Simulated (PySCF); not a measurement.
CH₈InN, singlet at its PBE0/def2-SVP optimised geometry (Å):

```
11

In     0.1772     0.5818     0.0000
H     -0.6587     2.1188     0.0000
H      1.9268     0.5818     0.0000
C     -0.8781    -1.1944     0.7026
H     -0.8824    -1.2144     1.8038
H     -0.3896    -2.1188     0.3570
H     -1.9268    -1.2019     0.3674
N     -0.0599     0.1827    -2.3694
H      0.3724    -0.6975    -2.6481
H      0.3841     0.9253    -2.9084
H     -1.0395     0.1460    -2.6490
```

Computed with PySCF with PBE0/def2-TZVP, def2 effective core potentials past Kr. The core electrons that the potentials of In replace are not part of the density.

Map of the Laplacian of the electron density (e/bohr⁵) on the plane z = 1.2 Å:

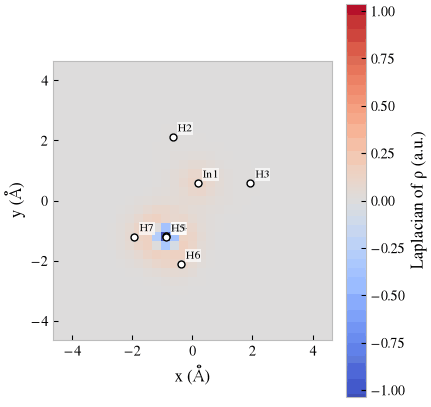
Laplacian of the electron density (e/bohr⁵) on the plane z = 1.2 Å.
